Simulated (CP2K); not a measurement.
# CH6AlN (SMILES [CH3][AlH][NH2]) at PM6

Aim: the vertical ionisation energy of CH6AlN at PM6, from 2 runs. 

The results are computed with CP2K 2026.2.

1 further run of the same task is left out (it didn't finish).

## Step 1: The system as given

The species is CH6AlN (9 atoms), meant as a singlet with charge 0. SMILES: `[CH3][AlH][NH2]`. Geometry: a GFN2-xTB relaxation, a rough one for these elements and not checked as a minimum.

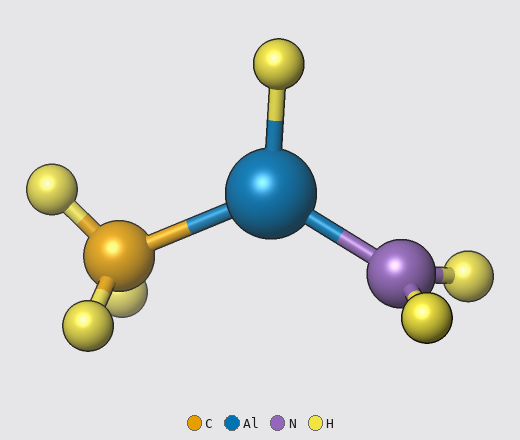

The structure, seen from a chosen angle (carbon amber, aluminium blue, nitrogen purple, hydrogen yellow).

## Step 2: Energy and gradient at PM6

Input file qs.inp:

```
&GLOBAL
  PROJECT qs
  RUN_TYPE ENERGY_FORCE
  PRINT_LEVEL MEDIUM
&END GLOBAL

&FORCE_EVAL
  METHOD Quickstep
  &DFT
    &QS
      METHOD PM6
      EPS_DEFAULT 1.0E-10
      &SE
        &COULOMB
          CUTOFF [angstrom] 50
          RC_RANGE [angstrom] 0
        &END COULOMB
        &EXCHANGE
          CUTOFF [angstrom] 50
          RC_RANGE [angstrom] 0
        &END EXCHANGE
      &END SE
    &END QS
    &POISSON
      PERIODIC NONE
      POISSON_SOLVER ANALYTIC
    &END POISSON
    &SCF
      SCF_GUESS ATOMIC
      EPS_SCF 1.0E-07
      MAX_SCF 150
      &DIAGONALIZATION
        ALGORITHM STANDARD
      &END DIAGONALIZATION
      &MIXING
        METHOD DIRECT_P_MIXING
        ALPHA 0.4
      &END MIXING
    &END SCF
    &PRINT
      &MOMENTS
        PERIODIC F
        REFERENCE COM
        MAX_MOMENT 1
      &END MOMENTS
      &MO ON
        ENERGIES T
        OCCUPATION_NUMBERS T
        NDIGITS 6
        &EACH
          QS_SCF 0
        &END EACH
        ADD_LAST NUMERIC
      &END MO
      &HIRSHFELD OFF
      &END HIRSHFELD
    &END PRINT
  &END DFT
  &SUBSYS
    &CELL
      ABC 13.7 13.7 14.3
      PERIODIC NONE
    &END CELL
    &COORD
      C      5.852140     7.916495     5.932005
      Al     7.314120     6.893815     6.822935
      N      7.180110     5.993815     8.354415
      H      4.998800     7.288015     5.654375
      H      6.197410     8.403025     5.013765
      H      5.445890     8.706545     6.573595
      H      8.701200     6.867535     6.150195
      H      7.062840     4.993455     8.459145
      H      7.316110     6.368085     9.286235
    &END COORD
  &END SUBSYS
  &PRINT
    &FORCES ON
    &END FORCES
  &END PRINT
&END FORCE_EVAL
```

Command:

```console
$ OMP_NUM_THREADS=1 cp2k.psmp qs.inp > qs.out
```

What it wrote:

```text
CP2K| version string:                                       CP2K version 2026.2
[...]
 GLOBAL| Method name                                                        CP2K
[...]
 GLOBAL| Run type                                                   ENERGY_FORCE
[...]
                             - Atoms:                                          9
[...]
                             - Spherical basis functions:                     23
[...]
 Number of electrons:                                                         18
[...]
     1 P_Mix/Diag. 0.40E+00    0.0     0.78959880       -10.5569630588 -1.06E+01
[...]
    19 DIIS/Diag.  0.54E-07    0.0     0.00000006       -15.9352391065  2.84E-14
  *** SCF run converged in    19 steps ***
  Core-core repulsion energy [eV]:                            778.91225351326193
  Core Hamiltonian energy [eV]:                              -713.44296014038287
  Two-electron integral energy [eV]:                         -998.17840309328392
  Electronic energy [eV]:                                   -1212.53216168702488
  Total energy [eV]:                                         -433.61990817376278
  Atomic reference energy [eV]:                               435.01058273047056
  Heat of formation [kcal/mol]:                                32.06971967444254
[...]
 SE_DIPOLE| Moment [Debye]          0.00606357       0.22041641      -0.42428789
 SE_DIPOLE| Derivative [a.u.]       0.00000000       0.00000000       0.00000000
 ENERGY| Total FORCE_EVAL ( QS ) energy [hartree]            -15.935239106528822
 FORCES| Atomic forces [hartree/bohr]
 FORCES|   Atom     x               y               z               |f|
 FORCES|      1  3.88010271E-03 -2.88012737E-03  5.29258808E-03   7.16671607E-03
 FORCES|      2 -2.18566789E-02  1.34058900E-02 -1.08811027E-02   2.78537375E-02
 FORCES|      3 -5.66755685E-03 -8.57594924E-03  1.85703631E-02   2.12256093E-02
 FORCES|      4  6.12428005E-03 -3.19517735E-03  4.00186122E-03   7.98316088E-03
 FORCES|      5  4.33062568E-03 -3.97272708E-03  3.81077241E-03   7.00420343E-03
 FORCES|      6  4.91209173E-03 -4.61401795E-03  2.50188265E-03   7.18868719E-03
 FORCES|      7  8.79100990E-03  5.23908384E-04 -7.25686468E-03   1.14113286E-02
 FORCES|      8  4.23802871E-04  7.09471903E-04 -1.04077544E-02   1.04405130E-02
 FORCES|      9 -9.37677206E-04  8.59872872E-03 -5.63174559E-03   1.03215276E-02
 FORCES| Sum     6.93889390E-18 -3.01841885E-16  2.77555756E-16
 FORCES| Total atomic force                                       4.10114459E-16
[...]
```

Wall time 0.95 s (1 thread of Intel Xeon Platinum 8375C at 2.90GHz (Ice Lake), shared host); peak memory 0.19 GiB.

## Step 3: The doublet cation, same level

Input file calc.inp:

```
&GLOBAL
    PROJECT calc
    RUN_TYPE ENERGY_FORCE
    PRINT_LEVEL MEDIUM
&END GLOBAL
&FORCE_EVAL
    METHOD QUICKSTEP
    &DFT
        CHARGE 1
        MULTIPLICITY 2
        UKS T
        &QS
            METHOD PM6
            EPS_DEFAULT 1.0E-10
            &SE
                &COULOMB
                    CUTOFF [angstrom] 50
                    RC_RANGE [angstrom] 0
                &END COULOMB
                &EXCHANGE
                    CUTOFF [angstrom] 50
                    RC_RANGE [angstrom] 0
                &END EXCHANGE
            &END SE
        &END QS
        &POISSON
            PERIODIC NONE
            POISSON_SOLVER ANALYTIC
        &END POISSON
        &SCF
            SCF_GUESS ATOMIC
            EPS_SCF 1.0E-07
            MAX_SCF 100
            ADDED_MOS 8
            &DIAGONALIZATION
                ALGORITHM STANDARD
            &END DIAGONALIZATION
            &MIXING
                METHOD DIRECT_P_MIXING
                ALPHA 0.4
            &END MIXING
        &END SCF
        &PRINT
            &MOMENTS
                PERIODIC F
                REFERENCE COM
                MAX_MOMENT 1
            &END MOMENTS
            &MO ON
                ENERGIES T
                OCCUPATION_NUMBERS T
                NDIGITS 6
                &EACH
                    QS_SCF 0
                &END EACH
                ADD_LAST NUMERIC
            &END MO
            &HIRSHFELD OFF
            &END HIRSHFELD
        &END PRINT
    &END DFT
    &SUBSYS
        &CELL
            ABC [angstrom] 13.7 13.7 14.3
            PERIODIC NONE
        &END CELL
        &COORD
            C      5.852140     7.916495     5.932005
            Al     7.314120     6.893815     6.822935
            N      7.180110     5.993815     8.354415
            H      4.998800     7.288015     5.654375
            H      6.197410     8.403025     5.013765
            H      5.445890     8.706545     6.573595
            H      8.701200     6.867535     6.150195
            H      7.062840     4.993455     8.459145
            H      7.316110     6.368085     9.286235
        &END COORD
    &END SUBSYS
    &PRINT
        &FORCES ON
        &END FORCES
    &END PRINT
&END FORCE_EVAL
```

Command:

```console
$ OMP_NUM_THREADS=1 cp2k.psmp -i calc.inp > calc.out 2>&1
```

What it wrote:

```text
CP2K| version string:                                       CP2K version 2026.2
[...]
 GLOBAL| Method name                                                        CP2K
[...]
 GLOBAL| Run type                                                   ENERGY_FORCE
[...]
                             - Atoms:                                          9
[...]
                             - Spherical basis functions:                     23
[...]
 Number of electrons:                                                          9
[...]
     1 P_Mix/Diag. 0.40E+00    0.0     0.50768062       -11.1370114698 -1.11E+01
[...]
    22 DIIS/Diag.  0.46E-07    0.0     0.00000010       -15.6356433588 -5.68E-14
  *** SCF run converged in    22 steps ***
  Core-core repulsion energy [eV]:                            778.91225351326193
  Core Hamiltonian energy [eV]:                              -671.92996545473443
  Two-electron integral energy [eV]:                        -1064.89956267637194
  Electronic energy [eV]:                                   -1204.37974679292029
  Total energy [eV]:                                         -425.46749327965836
  Atomic reference energy [eV]:                               435.01058273047056
  Heat of formation [kcal/mol]:                               220.06888818056203
[...]
 SE_DIPOLE| Moment [Debye]         -0.96456148       3.20139250      -4.73630502
 SE_DIPOLE| Derivative [a.u.]       0.00000000       0.00000000       0.00000000
 ENERGY| Total FORCE_EVAL ( QS ) energy [hartree]            -15.635643358768327
 FORCES| Atomic forces [hartree/bohr]
 FORCES|   Atom     x               y               z               |f|
 FORCES|      1  1.06374148E-02 -1.68942998E-02  2.26170811E-02   3.01679352E-02
 FORCES|      2 -2.99435483E-02  5.71300673E-02 -7.79016998E-02   1.01139189E-01
 FORCES|      3 -3.47647652E-03 -2.62666477E-02  4.60301739E-02   5.31112002E-02
 FORCES|      4  2.91995175E-03 -3.28578145E-03  1.35180180E-03   4.59889618E-03
 FORCES|      5  6.63365289E-03 -3.01635523E-03  1.11032249E-03   7.37133405E-03
 FORCES|      6  3.03817753E-03 -1.17376593E-03  2.35728520E-03   4.02057740E-03
 FORCES|      7  1.25602239E-02 -5.62048951E-03  3.02111505E-03   1.40881603E-02
 FORCES|      8 -3.69847192E-03 -1.21883244E-02 -6.37591024E-03   1.42438119E-02
 FORCES|      9  1.32907592E-03  1.13155968E-02  7.78983046E-03   1.38018344E-02
 FORCES| Sum     1.21430643E-16 -1.21430643E-16  1.24900090E-16
 FORCES| Total atomic force                                       2.12346026E-16
[...]
```

Wall time 0.93 s (1 thread of Intel Xeon Platinum 8375C at 2.90GHz (Ice Lake), shared host); peak memory 0.19 GiB.

## Step 4: Results

Level: PM6.

```
                                                 quantity           value
                             singlet CH6AlN: total energy    -15.93524 Eh
                            singlet CH6AlN: dipole moment          0.48 D
                              singlet CH6AlN: HOMO energy        -8.56 eV
singlet CH6AlN: heat of formation at this unrelaxed shape   32.1 kcal/mol
                 singlet CH6AlN: largest force on an atom      1.432 eV/Å
                             doublet cation: total energy    -15.63564 Eh
       doublet cation: HOMO energy (highest over α and β)       -15.57 eV
        doublet cation: LUMO energy (lowest over α and β)        -7.76 eV
doublet cation: heat of formation at this unrelaxed shape  220.1 kcal/mol
                 doublet cation: largest force on an atom      5.201 eV/Å
       vertical ionisation energy (to the doublet cation)        8.152 eV
```

The vertical ionisation energy comes to 8.15 eV (188 kcal/mol). The largest force (singlet CH6AlN) is 1.43 eV/Å: the shape isn't a stationary point for this species at this level.
